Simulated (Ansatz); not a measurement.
**Effect of x(C) = 0.25, 12 atoms, I-42d on ZrO2**

Base system: ZrO2 in the fluorite structure (space group Fm-3m, No. 225; a = 5.116 Å).

The other end (x = 1) is ZrC₂ in the fluorite structure (space group Fm-3m, No. 225; a hypothetical phase, not in the database extracts checked): 12.75 Å³/atom, gap zero; this end may not be an ambient phase.

The change: C replaces 25.0 % of the O, ordered in a cell of 12 atoms (starting symmetry I-42d) and fully relaxed.

Level of theory: PBE in Ansatz (plane waves to 420 eV, PAW, scalar-relativistic without spin-orbit coupling), earlier PAW set. Γ-centred 13×13×13 mesh, Fermi–Dirac width 0.05 eV, for the changed cell.

- Volume per atom = 11.79 Å³ (base 11.16 Å³)
- Density = 5.69 g/cm³ (base 6.11 g/cm³)
- Shortest interatomic distance = 2.194 Å (base 2.215 Å)
- Band gap = zero (base 3.32 eV)
- Mixing energy = +0.31 eV/atom (to 0.01 eV only: unlike meshes or grids) (against an end that may be hypothetical)

Final structure:

```
CELL_PARAMETERS angstrom
     -2.56535     2.56535     5.37559
      2.56535    -2.56535     5.37559
      2.56535     2.56535    -5.37559
ATOMIC_POSITIONS crystal
  Zr 0.87500 0.86218 0.48718
  Zr 0.37500 0.38782 0.51282
  Zr 0.61218 0.12500 0.98718
  Zr 0.13782 0.62500 0.01282
  C  0.75000 0.25000 0.50000
  O  0.25000 0.75000 0.50000
  O  0.50000 0.50000 0.00000
  C  0.00000 0.00000 0.00000
  O  0.49584 0.99584 0.50000
  O  0.00416 0.50416 0.50000
  O  0.25416 0.25416 0.00000
  O  0.74584 0.74584 0.00000
```

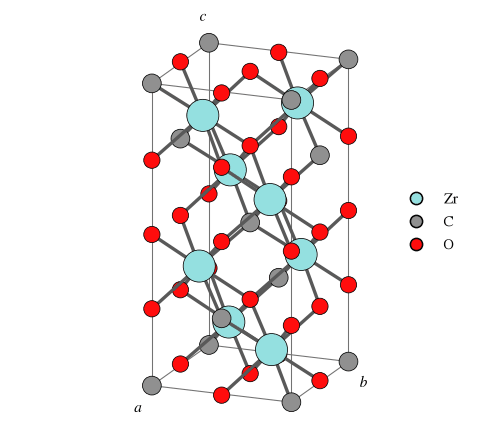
*The relaxed conventional cell after the change*

Each cell is one ordered arrangement of few atoms, which overstates ordering effects compared with a random alloy. No phonon test of stability was made. All final runs are without spin polarisation. ZrC2 has a high density of states at the Fermi level and may be magnetic at this level. This is not the structure that ZrO2 has at room temperature and ambient pressure.

Ansatz is an electronic-structure program.
